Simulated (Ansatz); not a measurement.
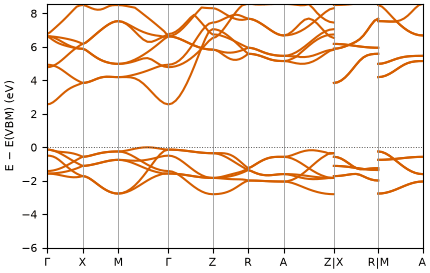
Band structure from DFT-PBE in the program Ansatz with PAW potentials

### Question
Read off the gap and where the band edges lie.

### Answer
About 2.6 eV (2.57 eV by a search for the band edges); maximum on the M–Γ line, 58 % of the way from M, minimum at Γ.

### Question
Pick the material that matches.
A. BaTiO3, P4mm (Ba on 1b, Ti on 1a, O on 2c, O on 1a)
B. SnO2, P4_2/nmc (Sn on 2a, O on 4d)
C. CaO, P4/nmm (Ca on 2c, O on 2a)
D. ZrO2, P4_2/nmc (Zr on 2a, O on 4d)

### Answer
C, CaO, P4/nmm (Ca on 2c, O on 2a)

The start of the workflow was typed in or built on a structure type; neither database checked (COD, Materials Project) lists it. It is not the phase usual at ambient conditions (space group No. 225). The cell was relaxed with PBE under the symmetry of its start; whether a distortion lowers the energy is not shown.

Potentials: the earlier of the program's two PAW sets.
